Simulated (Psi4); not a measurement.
# PBE/6-311+G(d,p) run of H2O2 (hydrogen peroxide)

Aim: the energy change on altering one bond length of H2O2 (hydrogen peroxide) at PBE/6-311+G**, from 2 runs. 

The calculation is run with Psi4 1.11.

**1. The structure to begin with**

H2O2 has 4 atoms, charge 0, and is taken as a singlet. As SMILES, `OO`. The coordinates come from a PBE0-D4/def2-TZVP relaxation.

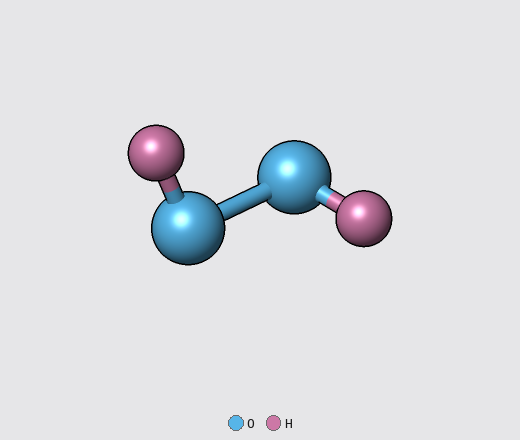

The structure, seen from a chosen angle (oxygen blue, hydrogen pink).

**2. A single-point energy at PBE/6-311+G(d,p)**

The input, h2o2.in:

```
memory 1.6 GB

molecule m {
  0 1
  O     -0.91991868    -1.09811985     0.05782562
  O      0.09127377     1.37647651     0.39098434
  H      0.35224495    -2.11082408     0.88325799
  H      0.47639996     1.83265640    -1.33206795
  units au
  symmetry c1
}

set {
  basis 6-311+G**
  reference rks
  puream true
  scf_type pk
  dft_radial_points 99
  dft_spherical_points 590
}

E, wfn = energy('pbe', return_wfn=True)
```

The run is started by

```
$ psi4 -n 1 h2o2.in h2o2.out
```

h2o2.out:

```text
[...]
  Running in c1 symmetry.
[...]
  Nuclear repulsion =   37.283118750301384
[...]
  Multiplicity = 1
[...]
  Nalpha       = 9
  Nbeta        = 9
[...]
    Number of basis functions: 56
[...]
   @RKS iter   1:  -151.30123917024221   -2.06264e-01   1.13358e-02 DIIS/ADIIS
[...]
   @RKS iter   9:  -151.44685277009830   -2.87812e-09   5.33124e-08 DIIS
[...]
    Orbital Energies [Eh]
    ---------------------
    Doubly Occupied:
       1A    -18.808099     2A    -18.808091     3A     -1.055046
       4A     -0.829041     5A     -0.507269     6A     -0.446928
       7A     -0.382753     8A     -0.276417     9A     -0.235314
[...]
  @RKS Final Energy:  -151.44685277009830
   => Energetics <=
    Nuclear Repulsion Energy =             37.2831187503013837
    One-Electron Energy =                -282.1232231833095057
    Two-Electron Energy =                 111.0975332811882055
    DFT Exchange-Correlation Energy =     -17.7042816182784009
    Empirical Dispersion Energy =           0.0000000000000000
    VV10 Nonlocal Energy =                  0.0000000000000000
    Total Energy =                       -151.4468527700983032
[...]
 Multipole Moments:
 ------------------------------------------------------------------------------------
     Multipole            Electronic (a.u.)      Nuclear  (a.u.)        Total (a.u.)
 ------------------------------------------------------------------------------------
 L = 1.  Multiply by 2.5417464519 to convert [e a0] to [Debye]
 Dipole X            :         -0.1469882            0.7731780            0.6261898
 Dipole Y            :          0.0493837           -0.2596362           -0.2102525
 Dipole Z            :          0.0796297           -0.4187680           -0.3391383
 Magnitude           :                                                    0.7425191
[...]
```

It took 4.2 s on 1 thread of Intel Xeon 6975P-C (Granite Rapids), shared host; peak memory 0.57 GiB.

**3. The distorted shape at the same level**

The input, job.dat:

```
memory 1600 MB

molecule system {
  O     -1.11249311    -1.32622302     0.91940278
  O     -0.10130066     1.14837334     1.25256150
  H      0.15967052    -2.33892725     1.74483515
  H      0.47639996     1.83265640    -1.33206795
  units bohr
  symmetry c1
}

set {
  basis 6-311+G**
  puream true
  scf_type pk
  dft_radial_points 99
  dft_spherical_points 590
}

energy_value, wavefunction = energy('pbe', return_wfn=True)
```

The run is started by

```
$ psi4 -n 1 job.dat job.out
```

job.out:

```text
[...]
  Running in c1 symmetry.
[...]
  Nuclear repulsion =   35.435323826270832
[...]
  Multiplicity = 1
[...]
  Nalpha       = 9
  Nbeta        = 9
[...]
    Number of basis functions: 56
[...]
   @RKS iter   1:  -151.18480723894584   -2.38956e-01   1.20124e-02 DIIS/ADIIS
[...]
   @RKS iter  10:  -151.37623684552000   -4.70777e-09   1.32426e-07 DIIS
[...]
    Orbital Energies [Eh]
    ---------------------
    Doubly Occupied:
       1A    -18.832548     2A    -18.812661     3A     -1.038429
       4A     -0.786724     5A     -0.479251     6A     -0.422625
       7A     -0.379689     8A     -0.268789     9A     -0.231026
[...]
  @RKS Final Energy:  -151.37623684552000
   => Energetics <=
    Nuclear Repulsion Energy =             35.4353238262708317
    One-Electron Energy =                -278.5831195362768540
    Two-Electron Energy =                 109.3255639813142182
    DFT Exchange-Correlation Energy =     -17.5540051168281899
    Empirical Dispersion Energy =           0.0000000000000000
    VV10 Nonlocal Energy =                  0.0000000000000000
    Total Energy =                       -151.3762368455199976
[...]
 Multipole Moments:
 ------------------------------------------------------------------------------------
     Multipole            Electronic (a.u.)      Nuclear  (a.u.)        Total (a.u.)
 ------------------------------------------------------------------------------------
 L = 1.  Multiply by 2.5417464519 to convert [e a0] to [Debye]
 Dipole X            :         -0.2694274            0.8630200            0.5935926
 Dipole Y            :         -0.1377483           -0.1532188           -0.2909671
 Dipole Z            :          0.4938335           -0.8207209           -0.3268875
 Magnitude           :                                                    0.7374751
[...]
```

Run time: 4.5 s. Hardware: 1 thread of Intel Xeon 6975P-C (Granite Rapids), shared host; peak memory 0.57 GiB.

**4. What came out**

At PBE/6-311+G**:

| quantity | value |
| --- | --- |
| first shape: total energy | -151.44685 Eh |
| first shape: dipole moment | 1.89 D |
| first shape: HOMO energy | -6.40 eV |
| first shape: LUMO energy | -1.04 eV |
| first shape: HOMO–LUMO gap | 5.36 eV |
| distorted shape: total energy | -151.37624 Eh |
| distorted shape: dipole moment | 1.87 D |
| distorted shape: HOMO energy | -6.29 eV |
| distorted shape: LUMO energy | -3.28 eV |
| distorted shape: HOMO–LUMO gap | 3.00 eV |
| energy change with the O2–H4 bond stretched from 0.965 to 1.447 Å | 1.922 eV |

What this shows: One bond (distorted shape) is far stretched, which a spin-restricted single reference describes badly; a broken-symmetry solution may lie lower. With the O2–H4 bond stretched from 0.965 to 1.447 Å the energy rises by 1.92 eV (44 kcal/mol). The first shape isn't relaxed at this level, so the change isn't measured from a minimum. A restricted reference can't describe the breaking bond well at this length.
